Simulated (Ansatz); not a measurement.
**C$_{3}$H$_{2}$Al (doublet): density, localisation and related maps**

The calculation's input:

```
crystal:
  periodic: [false, false, false]
  atoms:
    - symbol: C
      position_ang: [0.094324, 1.245143, -0.440006]
    - symbol: C
      position_ang: [0.501687, -0.011377, -0.381402]
    - symbol: C
      position_ang: [0.161799, -1.110979, 0.269419]
    - symbol: Al
      position_ang: [-1.183491, 0.342506, 0.954136]
    - symbol: H
      position_ang: [0.347305, 2.164154, -0.957173]
    - symbol: H
      position_ang: [0.470715, -2.148027, 0.341184]
basis:
  gaussian:
    orbitals: def2-TZVPD
hamiltonian:
  xc: {name: PBE0}
magnetization:
  spin_polarized: true
  initial_magnetization: 1
output: {forces: true, orbitals: {seedname: orbitals}}
```

Run with:

```sh
ansatz run input.yaml --threads 1 --pin off --max-ram 2610MiB --events-out events.jsonl --progress --plain --runs-dir runs
```

Geometry: PBE0-D3(BJ)/def2-SVP.

Theory: Ansatz, isolated molecule in a Gaussian basis; Kohn-Sham density functional theory, functional PBE0.

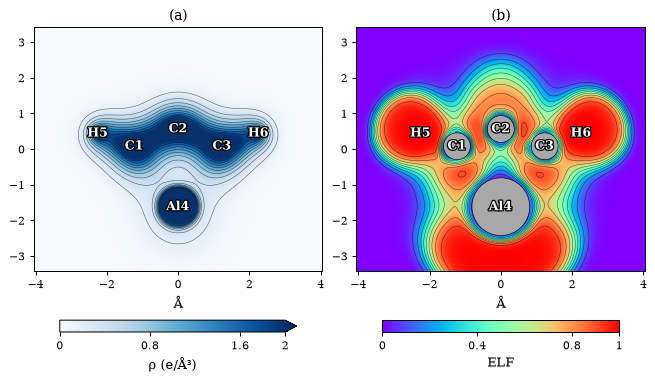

Figure 1. (a) electron density; (b) ELF on the molecular plane. Grey discs cover the atomic cores in the ELF map.

**What does the map show?**

The section cuts through C, Al and H sites.
C–C (1.32 Å): ρ at the midpoint is about 2.3 e/Å³; the ELF peaks at about 0.90 between the atoms; a short, multiple covalent bond.
C–Al (2.10 Å): ρ at the midpoint is about 0.5 e/Å³; the ELF peaks at about 0.85 in the valence shell of C, 0.8 Å from its nucleus, and is about 0.65 at the midpoint.
C–H (1.08 Å): the density is about 2 e/Å³ at the midpoint; the ELF climbs to about 1 towards the hydrogen, as it does in any bond to H: an ordinary covalent bond to hydrogen.
C–Al (2.18 Å): ρ is about 0.38 e/Å³ halfway; the ELF peaks at about 0.50 in the valence shell of C, 0.7 Å from its nucleus, and is about 0.25 at the midpoint.

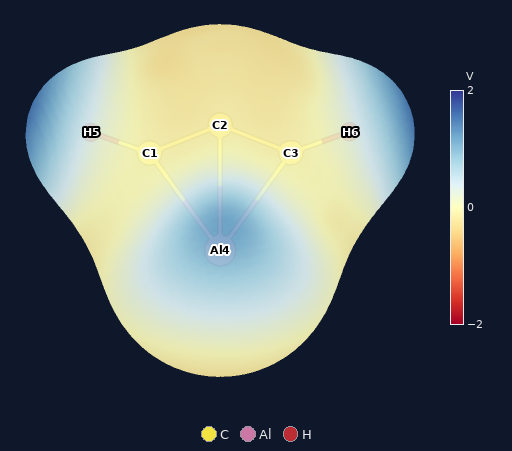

Figure 2. The molecular electrostatic potential painted on the density surface at 0.002 e/bohr³, seen across its widest extent; the colour scale runs from red (negative) to blue (positive).

**Where is the surface potential most negative and most positive?**

The most negative region (about −0.3 V) lies over C1 and C2, the most positive (about +1.5 V, or +35 kcal/mol for a unit charge) over H5 and H6.

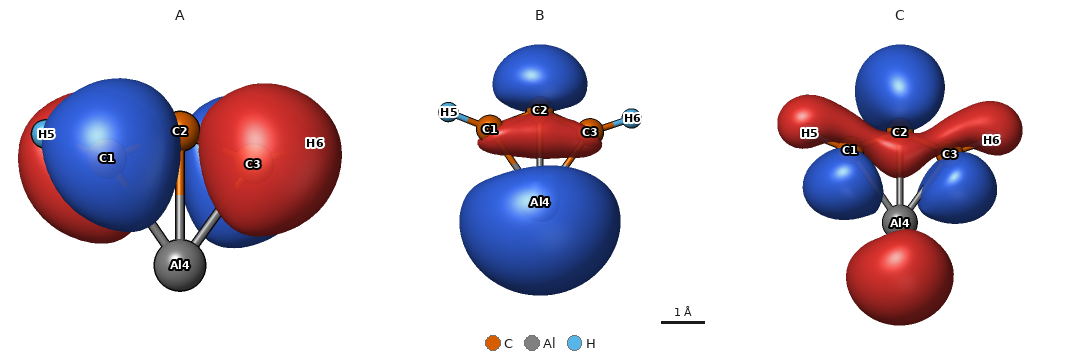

Figure 3. Three frontier orbitals at ±0.08 Å⁻³ᐟ² (blue and red are the two phases), in no order.

**Which picture is the HOMO−1, the HOMO and the LUMO? All are α orbitals.**

A is the HOMO−1 (α) (−6.53 eV). Its weight (Hirshfeld) is mainly on C1 (about 40 %), C3 (about 40 %) and C2 (about 10 %); it changes sign across the molecular plane (π type). B is the HOMO (α) (−6.23 eV). By Hirshfeld shares it lies mainly on Al4 (about 75 %) and C2 (about 15 %); it is symmetric in the molecular plane (an in-plane orbital: σ, lone-pair or in-plane π type). C is the LUMO (α) (−1.17 eV). Its weight (Hirshfeld) is mainly on C2 (about 35 %), Al4 (about 30 %), C1 (about 15 %) and C3 (about 15 %); it is symmetric in the molecular plane (an in-plane orbital: σ, lone-pair or in-plane π type).

**What is the gap between the highest occupied and lowest empty α orbitals?**

5.06 eV between the orbital energies.
